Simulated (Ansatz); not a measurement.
# TiFe (Pm-3m): relaxing the cell for a phonon run

Wanted: the relaxed cell of TiFe (Pm-3m).

Method: DFT PBEsol, scalar-relativistic, plane waves, PAW; PAW set soft_1, in Ansatz 0.2.0.

## Step 1: Starting point

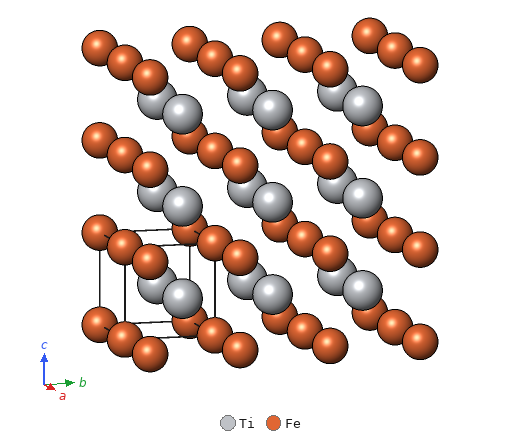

The cell as given, slightly off an axis (titanium light grey, iron orange). 2×3×3 cells are drawn. Some periodic images of atoms are drawn too.

## Step 2: Probe on a coarse mesh

A quick single point on a coarse mesh tells whether the cell has a gap and how far it is from rest, which sets the k mesh and smearing that follow.

input.yaml

```yaml
crystal:
  lattice:
    - [2.976, 0.0, 0.0]
    - [0.0, 2.976, 0.0]
    - [0.0, 0.0, 2.976]
  atoms:
    - { symbol: Ti, position: [0.5, 0.5, 0.5] }
    - { symbol: Fe, position: [0.0, 0.0, 0.0] }
kpoints:
  mp_grid: { grid: [6, 6, 6] }
hamiltonian:
  xc: pbesol
  pseudopotentials: { kind: paw, azcp: { folder: soft_1 }, xc_functional: pbe }
scf:
  occupations: { method: gaussian, width: 0.1 }
output:
  forces: true
  stress: true
  eigenvalues: true
```

Started as:

```
> ansatz run input.yaml --threads 4 --pin off --max-ram 10240MiB --backend cpu --events-out ev --progress --plain --runs-dir out
```

Numbers of over 12 decimals in the logs are rounded to 6 here.

Log:

```text
Engine: ansatz 0.2.0, aarch64-unknown-linux-gnu
Pseudopotentials: kind: paw
Pseudopotential: Ti, paw, valence charge 12, recommended cutoff 420 eV (normal), soft_1/Ti.paw.azcp
Pseudopotential: Fe, paw, valence charge 16, recommended cutoff 420 eV (normal), soft_1/Fe.paw.azcp
Functional definition: PBEsol
  exchange = pbesol_x
  correlation = pbesol_c
Crystal: 2 atoms, lattice volume = 26.357 Å³
[...]
--- Band table (eV; the first three rows and the last of 20) ---
  k-point 0: bands = [... 10 lower, 13.0943, 15.7718, 15.7718, 15.7718, 17.9818, 17.9818, 19.8741, 19.8741]
  k-point 1: bands = [... 10 lower, 13.3569, 15.7368, 15.7368, 15.8893, 17.6572, 18.0864, 19.1796, 19.1796]
  k-point 2: bands = [... 10 lower, 14.0638, 15.7016, 15.7016, 16.1559, 16.8184, 18.0079, 18.1028, 18.1028]
  k-point 19: bands = [... 10 lower, 14.6588, 14.8875, 14.8875, 14.8875, 16.7886, 16.7886, 20.1770, 20.1770]
[key lines of the parts left out:]
SCF converged after 8 iterations
Free energy (F): -6923.617141 eV
Fermi energy:    16.728199 eV
P = ⅓ Tr σ = -10.7119 GPa (-107.119 kbar)
```

The job ended after 1.3 s (4 threads of Arm Neoverse N1, shared host; peak memory 0.28 GiB; 2.5 s of CPU time).

This run has no spin polarisation, although Fe can carry a moment.

This step gave:

| Quantity | Value |
| --- | --- |
| pressure | -10.71 GPa |
| volume per atom | 13.18 Å³ |
| gap on the k-mesh | 0 eV |

The coarse mesh shows no gap and a pressure of -10.7 GPa.

## Step 3: Coarse relaxation

A rough relaxation comes first, because large forces or stress need no tight tolerances yet.

Edit input.yaml of step 2 so:

```diff
@@ -19 +19,6 @@
   eigenvalues: true
+relax:
+  adjacent_minimum: "off"
+  f_tol: 0.05
+  max_steps: 80
+  cell: { stress_tol: 0.5 }
```

Log:

```text
[...]
Crystal: 2 atoms, lattice volume = 26.357 Å³
Basis set: ecut = 420 eV, 485 PW (Γ), exchange–correlation on 40×40×40 points (8 copies of the dense FFT grid, shifted against one another)
Bands: 18, of which v1, the nominal top of the filled ones, is band 14 counted from 1 (13 counted from 0)
Symmetry: 48 space group operations
[...]
k-points: 20 of 216
[...]
--- Relaxed structure (3 steps of the walk, 3 accepted, 2 SCFs on fresh bases) ---
  F+E_penalty+E_count = -6923.66865581 eV   max|allowed force component| = 3.418e-30 eV/Å   (the final SCF, on the basis selected at the relaxed cell)
  cell:  # Å, volume = 24.8943 Å³
    - [2.919890, 0, 0]
    - [0, 2.919890, 0.0]
    - [0, 0.0, 2.919890]
  atoms:
    - { symbol: Ti, position: [0.5, 0.5, 0.5] }
    - { symbol: Fe, position: [0, 0, 0] }
[key lines of the parts left out:]
SCF converged after 7 iterations
Free energy (F): -6923.668656 eV
Fermi energy:    17.910185 eV
P = ⅓ Tr σ = -0.0491 GPa (-0.491 kbar)
```

The job ended after 2.8 s (4 threads; peak memory 0.3 GiB; 8.1 s of CPU time).

The steps of the relaxation:

| step | energy less that of the first step (eV) | largest force component (eV/Å) | pressure (GPa) | volume (Å³) |
| --- | --- | --- | --- | --- |
| 1 | 0.0000 | 0.0000 | -10.71 | 26.36 |
| 2 | -0.0524 | 0.0000 | 0.50 | 24.83 |
| 3* | -0.0514 | 0.0000 | 0.52 | 24.83 |
| 4 | -0.0514 | 0.0000 | -0.05 | 24.89 |
| 5* | -0.0515 | 0.0000 | -0.05 | 24.89 |

Relaxation steps marked * repeat the geometry before them on a plane-wave basis chosen anew for their cell, so energy and pressure can jump there.

Forces are held to the 48 operations that the run works with; a distortion that breaks them can't arise in this run.

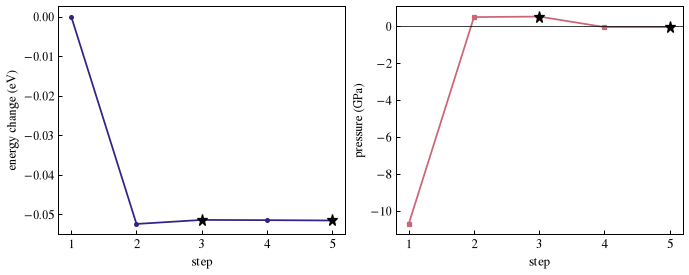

Energy and pressure along the relaxation. Stars mark steps on a basis chosen anew.

| conventional cell, symmetrised | before | after | change |
| --- | --- | --- | --- |
| a (Å) | 2.976 | 2.920 | -1.9 % |
| b (Å) | 2.976 | 2.920 | -1.9 % |
| c (Å) | 2.976 | 2.920 | -1.9 % |
| volume (Å³/atom) | 13.18 | 12.45 | -5.6 % |

The relaxed structure:

```xyz
2
Lattice="2.9199 0.0000 0.0000 0.0000 2.9199 0.0000 0.0000 0.0000 2.9199" Properties=species:S:1:pos:R:3 pbc="T T T"
Ti    1.4599    1.4599    1.4599
Fe    0.0000    0.0000    0.0000
```

Numbers from this step:

```yaml
pressure: -0.04912 GPa
volume_per_atom: 12.45 Å³
```

In this step the volume went from 13.18 to 12.45 Å³/atom.

## Step 4: Relaxation

The cell and atoms are relaxed, since residual forces and stress would shift the frequencies.

input.yaml, the sections that differ from step 3:

```yaml
crystal:
  lattice:
    - [2.9198896096, 0.0, 0.0]
    - [0.0, 2.9198896096, 0.0]
    - [0.0, 0.0, 2.9198896096]
  atoms:
    - { symbol: Ti, position: [0.5, 0.5, 0.5] }
    - { symbol: Fe, position: [0.0, 0.0, 0.0] }
kpoints:
  mp_grid: { grid: [14, 14, 14] }
output:
  forces: true
  stress: true
  eigenvalues: true
  write_density: true
  write_potential: true
  elf: true
  volumetric_format: npy
relax:
  adjacent_minimum: "off"
  f_tol: 0.005
  max_steps: 80
  cell: { stress_tol: 0.05 }
# hamiltonian, scf: as in step 3
```

Log:

```text
[...]
Crystal: 2 atoms, lattice volume = 24.894 Å³
Basis set: ecut = 420 eV, 461 PW (Γ), exchange–correlation on 40×40×40 points (8 copies of the dense FFT grid, shifted against one another)
Bands: 18, of which v1, the nominal top of the filled ones, is band 14 counted from 1 (13 counted from 0)
[... 1 set-up line as in the run before ...]
[...]
k-points: 120 of 2744
[...]
SCF iter   1: F=—  HF=-6924.297064 eV  |F-HF|=—  |Δ(HF+E_count)|=         —  Δρ=1.13e-1  dr2=1.93e0  ethr=3.10e-3  ⟨swp⟩=3.8  Hψ=7842  notcnv=0
[...]
SCF iter   7: F=-6923.705267 eV  HF=-6923.705267 eV  |F-HF|=8.16e-10  |Δ(HF+E_count)|=   1.24e-7  Δρ=1.98e-6  dr2=9.37e-10  ethr=3.57e-10  ⟨swp⟩=8.2  Hψ=14248  notcnv=0
SCF 1 converged in 7 iterations: F = -6923.705267 eV  dr2 = 9.37e-10
[...]
relax step   1: F+E_penalty+E_count = -6923.70526664 eV  Δ(F+E_penalty+E_count) = +0.000e0 eV  max|allowed force component| = 2.472e-29 eV/Å  Δτ_max = 0.0000 Å  P = -0.768 GPa  Ω = 24.894 Å³  (7 SCF iters, dr2 threshold 1.00e-7 eV, accepted)
Crystal: 2 atoms, lattice volume = 24.811 Å³
[...]
SCF iter   6: F=-6923.705540 eV  HF=-6923.705540 eV  |F-HF|=4.55e-12  |Δ(HF+E_count)|=  6.55e-11  Δρ=1.07e-7  dr2=1.98e-12  ethr=1.00e-12  ⟨swp⟩=3.8  Hψ=10179  notcnv=0
SCF 2 converged in 6 iterations: F = -6923.705540 eV  dr2 = 1.98e-12
relax step   2: F+E_penalty+E_count = -6923.70554012 eV  Δ(F+E_penalty+E_count) = -2.735e-4 eV  max|allowed force component| = 5.160e-30 eV/Å  Δτ_max = 0.0000 Å  P = -0.074 GPa  Ω = 24.811 Å³  energy of the carried Pulay correction = +5.490e-5 eV  (6 SCF iters, dr2 threshold 2.00e-7 eV, accepted)
Crystal: 2 atoms, lattice volume = 24.802 Å³
[...]
SCF iter   6: F=-6923.705548 eV  HF=-6923.705548 eV  |F-HF|=0.00e0  |Δ(HF+E_count)|=  1.82e-12  Δρ=2.27e-8  dr2=1.09e-13  ethr=1.00e-12  ⟨swp⟩=3.7  Hψ=8360  notcnv=0
SCF 3 converged in 6 iterations: F = -6923.705548 eV  dr2 = 1.09e-13
relax step   3: F+E_penalty+E_count = -6923.70554800 eV  Δ(F+E_penalty+E_count) = -7.875e-6 eV  max|allowed force component| = 2.958e-30 eV/Å  Δτ_max = 0.0000 Å  P = +0.000 GPa  Ω = 24.802 Å³  energy of the carried Pulay correction = +6.075e-5 eV  (6 SCF iters, accepted)
[...]
SCF iter   8: F=-6923.705488 eV  HF=-6923.705488 eV  |F-HF|=0.00e0  |Δ(HF+E_count)|=  9.09e-13  Δρ=7.37e-10  dr2=1.33e-16  ethr=1.00e-12  ⟨swp⟩=1.6  Hψ=5035  notcnv=0
SCF 4 converged in 8 iterations: F = -6923.705488 eV  dr2 = 1.33e-16
relax step   4: F+E_penalty+E_count = -6923.70548841 eV  Δ(F+E_penalty+E_count) = +5.958e-5 eV  max|allowed force component| = 2.860e-30 eV/Å  Δτ_max = 0.0000 Å  P = +0.003 GPa  Ω = 24.802 Å³  stress off target by 2.70e-3 GPa  SCF on the basis re-selected at this cell (its energy is not comparable with the rows above)  (8 SCF iters)
[...]
SCF converged after 8 iterations
Free energy (F): -6923.705488 eV
[...]
Internal energy: -6923.702480 eV  (E = F + TS)
E sigma→0 (E₀):  -6923.703984 eV
Entropy (-TS):   -0.003009 eV (-1.504 meV/atom)
Fermi energy:    17.997867 eV
[...]
--- Stress (GPa, compression-positive) ---
        0.002700       0.000000      -0.000000
        0.000000       0.002700      -0.000000
       -0.000000      -0.000000       0.002700
  P = ⅓ Tr σ = 0.0027 GPa (0.027 kbar)
--- Band table (eV; the first three rows and the last of 120) ---
  k-point 0: bands = [... 10 lower, 14.0187, 16.9525, 16.9525, 16.9525, 19.3300, 19.3300, 21.3803, 21.3803]
  k-point 1: bands = [... 10 lower, 14.0780, 16.9444, 16.9444, 16.9772, 19.2616, 19.3564, 21.2126, 21.2126]
  k-point 2: bands = [... 10 lower, 14.2418, 16.9239, 16.9239, 17.0482, 19.0612, 19.4245, 20.7889, 20.7889]
  k-point 119: bands = [... 10 lower, 15.7979, 15.9774, 15.9774, 15.9774, 18.0818, 18.0818, 21.7017, 21.7017]
--- Relaxed structure (3 steps of the walk, 3 accepted, 1 SCFs on fresh bases) ---
[...]
cell:  # Å, volume = 24.8025 Å³
    - [2.916297, 0, 0]
    - [0, 2.916297, 0.0]
    - [0, 0.0, 2.916297]
  atoms:
    - { symbol: Ti, position: [0.5, 0.5, 0.5] }
    - { symbol: Fe, position: [0, 0, 0] }
```

Elapsed: 6.8 s, on 4 threads; peak memory 0.38 GiB.

The steps of the relaxation:

| step | energy less that of the first step (eV) | largest force component (eV/Å) | pressure (GPa) | volume (Å³) |
| --- | --- | --- | --- | --- |
| 1 | 0.0000 | 0.0000 | -0.77 | 24.89 |
| 2 | -0.0003 | 0.0000 | -0.07 | 24.81 |
| 3 | -0.0003 | 0.0000 | 0.00 | 24.80 |
| 4* | -0.0002 | 0.0000 | 0.00 | 24.80 |

Relaxation steps marked * repeat the geometry before them on a plane-wave basis chosen anew for their cell, so energy and pressure can jump there.

Forces are held to the 48 operations that the run works with; a distortion that breaks them can't arise in this run.

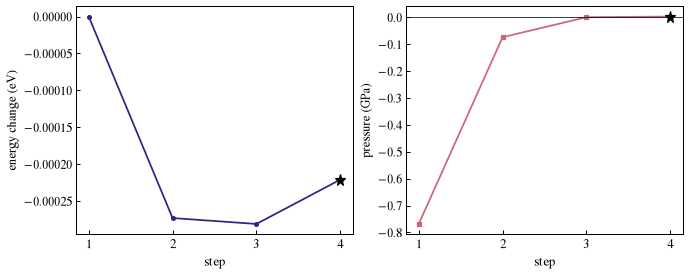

Energy and pressure along the relaxation. Stars mark steps on a basis chosen anew.

| conventional cell, symmetrised | before | after | change |
| --- | --- | --- | --- |
| a (Å) | 2.920 | 2.916 | -0.1 % |
| b (Å) | 2.920 | 2.916 | -0.1 % |
| c (Å) | 2.920 | 2.916 | -0.1 % |
| volume (Å³/atom) | 12.45 | 12.40 | -0.4 % |

The relaxed structure:

```xyz
2
Lattice="2.9163 0.0000 0.0000 0.0000 2.9163 0.0000 0.0000 0.0000 2.9163" Properties=species:S:1:pos:R:3 pbc="T T T"
Ti    1.4581    1.4581    1.4581
Fe    0.0000    0.0000    0.0000
```

This step gave:

```
pressure        : 0.002700 GPa
volume per atom : 12.40 Å³
```

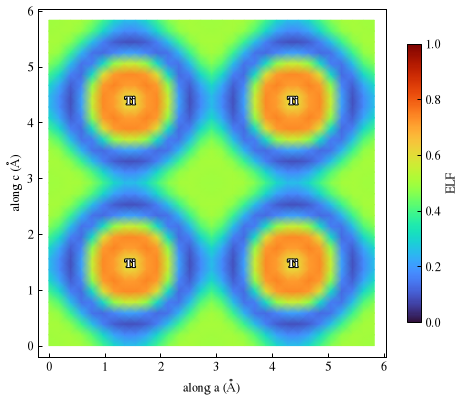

ELF in the ac plane at fractional y = 0.500, with atoms of Ti within 0.2 Å of it. It is the smooth field of the valence electrons, not physical close to the nuclei.

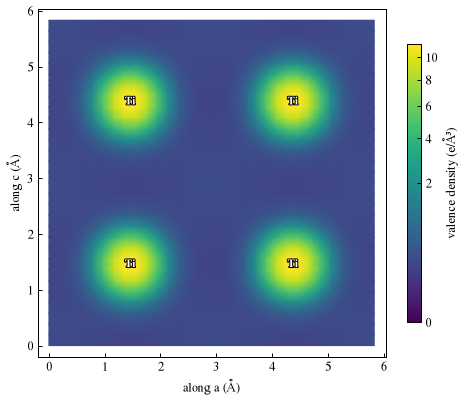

Valence density in the ac plane at fractional y = 0.500, with atoms of Ti within 0.2 Å of it. It is the smooth field of the valence electrons, not physical close to the nuclei. The colour scale is stretched toward low values.

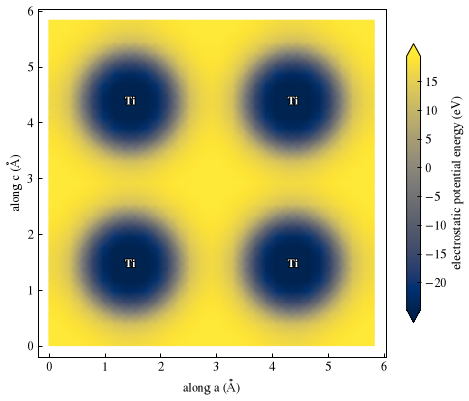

Electrostatic potential energy in the ac plane at fractional y = 0.500, with atoms of Ti within 0.2 Å of it. With pseudopotentials it is smooth inside the atoms' cores, unlike the true potential.

In this step the volume went from 12.45 to 12.40 Å³/atom.

## Step 5: Tight relaxation

Phonons need a cell at rest on their own settings, so the relaxation is repeated with tight tolerances on forces and stress, using the mesh and the filling of the phonon run that follows.

input.yaml

```yaml
crystal:
  lattice:
    - [2.916296866, 0.0, 0.0]
    - [0.0, 2.916296866, 0.0]
    - [0.0, 0.0, 2.916296866]
  atoms:
    - { symbol: Ti, position: [0.5, 0.5, 0.5] }
    - { symbol: Fe, position: [0.0, 0.0, 0.0] }
kpoints:
  mp_grid: { grid: [16, 16, 16] }
hamiltonian:
  xc: pbesol
  pseudopotentials: { kind: paw, azcp: { folder: soft_1 }, xc_functional: pbe }
scf:
  occupations: { method: methfessel_paxton, width: 0.2 }
output:
  forces: true
  stress: true
  eigenvalues: true
relax:
  adjacent_minimum: "off"
  f_tol: 0.001
  max_steps: 60
  cell: { stress_tol: 0.01 }
```

Log:

```text
[...]
Crystal: 2 atoms, lattice volume = 24.802 Å³
Basis set: ecut = 420 eV, 461 PW (Γ), exchange–correlation on 40×40×40 points (8 copies of the dense FFT grid, shifted against one another)
Bands: 18, of which v1, the nominal top of the filled ones, is band 14 counted from 1 (13 counted from 0)
[... 1 set-up line as in the run before ...]
[...]
k-points: 165 of 4096
[...]
k-point 164: bands = [... 10 lower, 15.8023, 15.9819, 15.9819, 15.9819, 18.0865, 18.0865, 21.7082, 21.7082]
--- Relaxed structure (2 steps of the walk, 2 accepted, 1 SCFs on fresh bases) ---
[...]
cell:  # Å, volume = 24.7969 Å³
    - [2.916076, 0, 0.0]
    - [0, 2.916076, 0]
    - [0.0, 0, 2.916076]
  atoms:
    - { symbol: Ti, position: [0.500000, 0.500000, 0.500000] }
    - { symbol: Fe, position: [0, 0, 0] }
[key lines of the parts left out:]
SCF converged after 5 iterations
Free energy (F): -6923.704373 eV
Fermi energy:    18.001545 eV
P = ⅓ Tr σ = -0.0054 GPa (-0.054 kbar)
```

The job ended after 6.3 s (4 threads; peak memory 0.39 GiB).

Little changed from the start: no atom moved by 0.005 Å and no cell edge by 0.1 %.

This step gave:

```
pressure : -0.005430 GPa
```

The forces vanish by symmetry and the pressure is -0.005 GPa, within the tolerances set. The cell now holds 12.40 Å³/atom.

## Step 6: What came out

| Item | Value |
| --- | --- |
| space group after relaxation (within 0.01 Å) | Pm-3m |
| lattice constant a | 2.916 Å |
| lattice constant b | 2.916 Å |
| lattice constant c | 2.916 Å |
| volume per atom | 12.4 Å³ |

**Reading.** The forces vanish by symmetry and the pressure is -0.005 GPa, within the tolerances set. The cell now holds 12.40 Å³/atom. The relaxation keeps the symmetry of its start, so it says nothing on stability against lower symmetry. The runs are without spin polarisation, although Fe often carries a moment. The PAW files were made for PBE and serve the other functionals too.

[Logs are printed without paths, hosts, clocks, repeated set-up lines and the standing remarks that a program may print on its own settings, such as how far it seeks lower states.]

[Hosts, paths, dates, database ids (printed as entryN), source tags and the programs' standing remarks are cut or masked in the printed files.]
